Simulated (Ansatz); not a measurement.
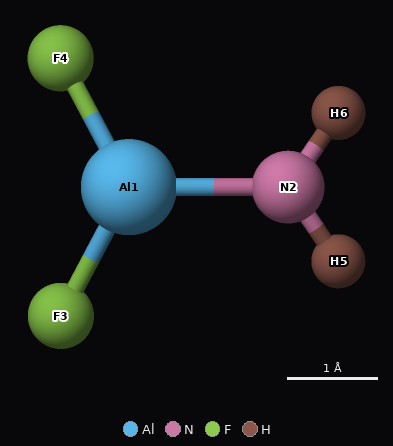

Fig. 1: The starting structure (ball-and-stick view, seen on its broad side; atoms are numbered from 1 in the order of the input). Sticks mark near contacts.

Geometry relaxation of AlNH₂F₂

- system: AlNH₂F₂
- method: RKS PBE0-D4/def2-TZVP (Ansatz 0.2.0)

Figures and captions count atoms from 1; the log counts them from 0 in places.

The program's output
```
Functional definition: PBE0
  name "PBE0"
  cite "Adamo & Barone, J. Chem. Phys. 110, 6158 (1999) doi:10.1063/1.478522"
  cite "Perdew, Burke & Ernzerhof, Phys. Rev. Lett. 77, 3865 (1996) doi:10.1103/PhysRevLett.77.3865"
  parent pbe
  parameter a = 0.25
  parameter kappa = 0.804
  parameter beta = 0.06672455060314922
  exchange = (1 - a)*pbe_x(kappa = kappa, mu = beta*pi^2/3) + a*exact_x
  correlation = pbe_c(beta = beta)
834 factors; their error is unknown
mean field evaluation 1: about -13541.6856 eV, gradient 7.8e1 eV
mean field evaluation 2: about -13526.3145 eV, gradient 1.2e2 eV
mean field evaluation 4: about -13551.6229 eV, gradient 4.1e0 eV
mean field evaluation 8: about -13551.6524 eV, gradient 1.8e-2 eV
mean field evaluation 16: about -13551.6882 eV, gradient 2.2e-5 eV
mean field -13551.68818302 eV, -498.0153550618 hartree, gradient 2.2e-5 eV, S^2 0.000000; 0 other end points of the search recorded, 0 dependent functions left out
the calculation of the forces begins
reference -13551.68821210 eV, -498.0153561306 hartree; 20, 20 occupied and 122, 122 virtual orbitals, 834 factors
relax step   1: F+E_penalty+E_count = -13551.75978500 eV  Δ(F+E_penalty+E_count) = +0.000e0 eV  max|allowed force component| = 1.286e0 eV/Å  Δτ_max = 0.0000 Å  (25 SCF iters, accepted)
these checks for a lower state are left out or cut short: starts, cluster_reference, orbital_swaps, neighbouring_geometries, increment
834 factors; their error is unknown
mean field -13551.83970448 eV, -498.0209233728 hartree, gradient 9.6e-6 eV, S^2 0.000000; 0 other end points of the search recorded, 0 dependent functions left out
the calculation of the forces begins
reference -13551.83973369 eV, -498.0209244462 hartree; 20, 20 occupied and 122, 122 virtual orbitals, 834 factors
relax step   2: F+E_penalty+E_count = -13551.91078733 eV  Δ(F+E_penalty+E_count) = -1.510e-1 eV  max|allowed force component| = 9.091e-1 eV/Å  Δτ_max = 0.1993 Å  (34 SCF iters, accepted)
these checks for a lower state are left out or cut short: starts, cluster_reference, orbital_swaps, neighbouring_geometries, increment
834 factors; their error is unknown
mean field evaluation 32: about -13551.8157 eV, gradient 7.6e-6 eV
mean field -13551.81569347 eV, -498.0200409843 hartree, gradient 7.6e-6 eV, S^2 0.000000; 0 other end points of the search recorded, 0 dependent functions left out
the calculation of the forces begins
reference -13551.81572277 eV, -498.0200420612 hartree; 20, 20 occupied and 122, 122 virtual orbitals, 834 factors
relax step   3: F+E_penalty+E_count = -13551.88766846 eV  Δ(F+E_penalty+E_count) = +2.312e-2 eV  max|allowed force component| = 1.738e0 eV/Å  Δτ_max = 0.2000 Å  (34 SCF iters, rejected (line search))
these checks for a lower state are left out or cut short: starts, cluster_reference, orbital_swaps, neighbouring_geometries, increment
834 factors; their error is unknown
mean field -13551.88698645 eV, -498.0226609532 hartree, gradient 1.3e-5 eV, S^2 0.000000; 0 other end points of the search recorded, 0 dependent functions left out
the calculation of the forces begins
reference -13551.88701588 eV, -498.0226620346 hartree; 20, 20 occupied and 122, 122 virtual orbitals, 834 factors
relax step   4: F+E_penalty+E_count = -13551.95866399 eV  Δ(F+E_penalty+E_count) = -4.788e-2 eV  max|allowed force component| = 1.443e-1 eV/Å  Δτ_max = 0.0857 Å  (29 SCF iters, accepted)
these checks for a lower state are left out or cut short: starts, cluster_reference, orbital_swaps, neighbouring_geometries, increment
834 factors; their error is unknown
mean field -13551.88758368 eV, -498.0226829009 hartree, gradient 7.8e-6 eV, S^2 0.000000; 0 other end points of the search recorded, 0 dependent functions left out
the calculation of the forces begins
reference -13551.88761313 eV, -498.0226839831 hartree; 20, 20 occupied and 122, 122 virtual orbitals, 834 factors
relax step   5: F+E_penalty+E_count = -13551.95923664 eV  Δ(F+E_penalty+E_count) = -5.726e-4 eV  max|allowed force component| = 2.186e-2 eV/Å  Δτ_max = 0.0068 Å  (29 SCF iters, accepted)
these checks for a lower state are left out or cut short: starts, cluster_reference, orbital_swaps, neighbouring_geometries, increment
834 factors; their error is unknown
mean field -13551.88760663 eV, -498.0226837442 hartree, gradient 6.6e-6 eV, S^2 0.000000; 0 other end points of the search recorded, 0 dependent functions left out
the calculation of the forces begins
reference -13551.88763608 eV, -498.0226848266 hartree; 20, 20 occupied and 122, 122 virtual orbitals, 834 factors
relax step   6: F+E_penalty+E_count = -13551.95925630 eV  Δ(F+E_penalty+E_count) = -1.966e-5 eV  max|allowed force component| = 6.452e-4 eV/Å  Δτ_max = 0.0016 Å  (21 SCF iters, accepted)
834 factors; their error is unknown
mean field evaluation 64: about -13551.8876 eV, gradient 2.0e-1 eV
```

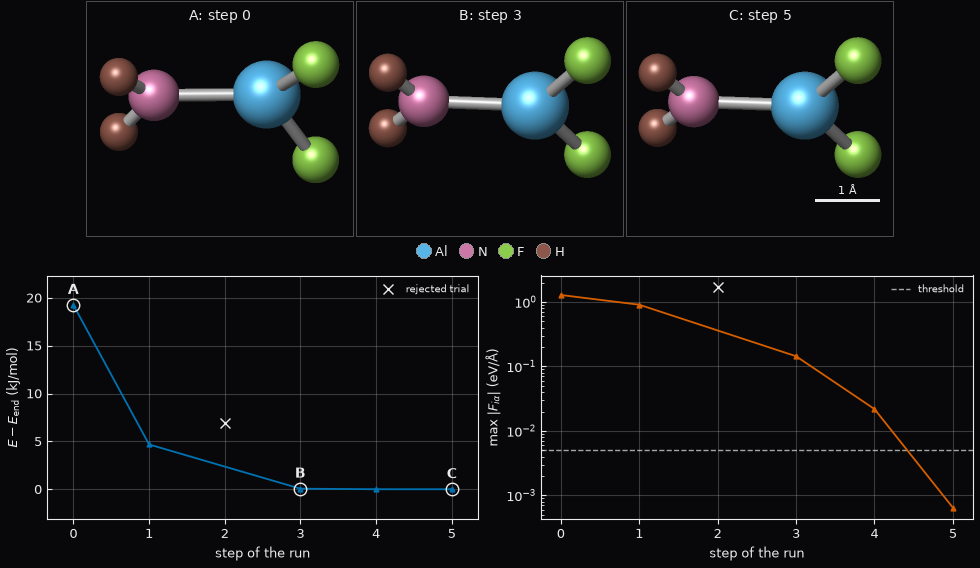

Fig. 2: Frames of the relaxation (ball-and-stick view, seen at an oblique angle) above the curves, on which the letters mark them (the first geometry is step 0 here and step 1 in the log).

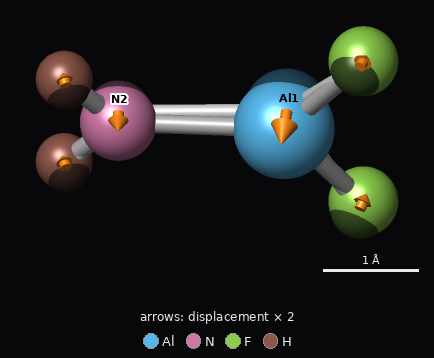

Fig. 3: Start (faint) and end (solid) with the displacements as orange arrows, magnified 2 times (ball-and-stick view, seen at an oblique angle). The two geometries are laid on each other by the best rigid fit. Al1 moves most after the best rigid fit: 0.21 Å. By element the largest moves are Al 0.21 Å, N 0.12 Å, F 0.09 Å, H 0.08 Å. Among the contacts that change: Al1–N2 1.771 → 1.745 Å, Al1–F3 1.658 → 1.640 Å. Among the angles that change: N2–Al1–F3 117.6° → 120.7°. The energy falls by 19.2 kJ/mol in 5 geometry steps. The largest force component goes from 1.3 to 0.00064 eV/Å. The line search rejected the trial step at point 2 (counted from 0) and went back. (Atoms are counted from 1 in the order of the input.)

```
mean field -13551.88760663 eV, -498.0226837442 hartree, gradient 7.0e-6 eV, S^2 0.000000; 1 other end points of the search recorded, 0 dependent functions left out
the calculation of the forces begins
reference -13551.88763608 eV, -498.0226848266 hartree; 20, 20 occupied and 122, 122 virtual orbitals, 834 factors
Total energy: -13551.95928575 eV, -498.0253179035 hartree
Atom 0 at    -0.198660    -0.210748    -1.050032 Å, force     0.000015     0.000005    -0.000064 eV/Å
Atom 1 at     0.040371     1.450471    -0.571275 Å, force     0.000231    -0.000202     0.000037 eV/Å
Atom 2 at     1.070891    -1.137968    -1.517132 Å, force    -0.000410     0.000227     0.000107 eV/Å
Atom 3 at    -1.697439    -0.876534    -1.042086 Å, force     0.000427     0.000087     0.000011 eV/Å
Atom 4 at     0.932122     1.915718    -0.554684 Å, force     0.000382    -0.000213    -0.000109 eV/Å
Atom 5 at    -0.695355     2.069332    -0.275207 Å, force    -0.000645     0.000096     0.000019 eV/Å
Dipole moment:     0.073271     0.509122     0.146810 e Å
```

Trajectory as extended XYZ (Å, eV, eV/Å), 6 frames, from step=1 to step=6
```
6
Properties=species:S:1:pos:R:3:forces:R:3 step=1 energy=-13551.75979
Al   -0.1743   -0.2907   -0.8608   -0.1450   0.7918  -1.2864
N     0.0560    1.4189   -0.4612   -0.0466  -0.4813  -0.0100
F     1.0849   -1.0839   -1.5927   -0.3625  -0.0273   0.6078
F    -1.7257   -0.8201   -1.1118    0.5315  -0.1099   0.4558
H     0.9147    1.9158   -0.6316    0.0684  -0.0914   0.1069
H    -0.7036    2.0703   -0.3523   -0.0458  -0.0819   0.1258
6
Properties=species:S:1:pos:R:3:forces:R:3 step=2 energy=-13551.91079
Al   -0.1982   -0.2141   -1.0431   -0.0623  -0.4766  -0.1050
N     0.0544    1.4384   -0.4812   -0.0741  -0.2843  -0.2822
F     1.1000   -1.1490   -1.5360   -0.7764   0.5275   0.2860
F    -1.7328   -0.8828   -1.0511    0.9091   0.3701  -0.0017
H     0.9269    1.9315   -0.5897   -0.0286  -0.0648   0.0574
H    -0.6984    2.0864   -0.3092    0.0322  -0.0720   0.0455
6
Properties=species:S:1:pos:R:3:forces:R:3 step=3 energy=-13551.88767 accepted=F
Al   -0.2024   -0.2202   -1.0545   -0.0729  -0.2440  -0.0531
N     0.0245    1.4147   -0.5777    1.1216   1.7384   0.5322
F     1.0605   -1.0931   -1.5987    0.2464  -0.2745  -0.0753
F    -1.6823   -0.8943   -0.9506   -0.2948  -0.2034  -0.0737
H     0.9287    1.8795   -0.3966   -0.7502  -0.7319  -0.3552
H    -0.6769    2.1236   -0.4324   -0.2501  -0.2846   0.0252
6
Properties=species:S:1:pos:R:3:forces:R:3 step=4 energy=-13551.95866
Al   -0.1993   -0.2151   -1.0503    0.0233   0.1443   0.0416
N     0.0410    1.4468   -0.5655   -0.0059  -0.0747  -0.0344
F     1.0764   -1.1320   -1.5154    0.0136  -0.0486  -0.0171
F    -1.7015   -0.8692   -1.0420   -0.0281  -0.0451  -0.0077
H     0.9319    1.9138   -0.5612   -0.0048   0.0087   0.0103
H    -0.6966    2.0660   -0.2761    0.0018   0.0154   0.0072
6
Properties=species:S:1:pos:R:3:forces:R:3 step=5 energy=-13551.95924
Al   -0.1988   -0.2117   -1.0502    0.0032   0.0219   0.0058
N     0.0403    1.4498   -0.5713    0.0009   0.0035   0.0010
F     1.0721   -1.1370   -1.5168   -0.0020  -0.0065  -0.0018
F    -1.6984   -0.8753   -1.0419    0.0000  -0.0069  -0.0017
H     0.9320    1.9155   -0.5553   -0.0055  -0.0059  -0.0006
H    -0.6953    2.0689   -0.2749    0.0033  -0.0062  -0.0027
6
Properties=species:S:1:pos:R:3:forces:R:3 step=6 energy=-13551.95926
Al   -0.1987   -0.2107   -1.0500    0.0000   0.0000  -0.0001
N     0.0404    1.4505   -0.5713    0.0002  -0.0002   0.0000
F     1.0709   -1.1380   -1.5171   -0.0004   0.0002   0.0001
F    -1.6974   -0.8765   -1.0421    0.0004   0.0001   0.0000
H     0.9321    1.9157   -0.5547    0.0004  -0.0002  -0.0001
H    -0.6954    2.0693   -0.2752   -0.0006   0.0001   0.0000
```

This output came from the following input.

Input
```yaml
crystal:
  periodic: [false, false, false]
  atoms:
    - {symbol: Al, position_ang: [-0.174265, -0.290736, -0.860755]}
    - {symbol: N, position_ang: [0.056000, 1.418935, -0.461166]}
    - {symbol: F, position_ang: [1.084869, -1.083919, -1.592741]}
    - {symbol: F, position_ang: [-1.725724, -0.820142, -1.111825]}
    - {symbol: H, position_ang: [0.914667, 1.915811, -0.631625]}
    - {symbol: H, position_ang: [-0.703617, 2.070322, -0.352303]}
basis:
  gaussian: {orbitals: def2-TZVP}
hamiltonian: {xc: pbe0, dispersion: d4}
relax: {f_tol: 0.005, max_steps: 200}
```

Launched with:
```bash
ansatz run in.yaml --threads 3 --pin off --events-out ev --progress --plain --max-ram 6092MiB
```

Key numbers

| quantity | value |
| --- | --- |
| outcome | converged |
| total energy | −13551.9593 eV |
| mean-field energy | −13551.8876 eV |
| dispersion energy | −0.0716 eV |
| SCF solution under orbital rotations | stable |
| largest force (length of the vector) at the end | 0.001 eV/Å |
| dipole moment | 2.57 D |
| hardware | 3 CPU threads, shared host |
| wall time | 11 s (CPU time 26 s) |
| peak memory | 0.57 GiB |
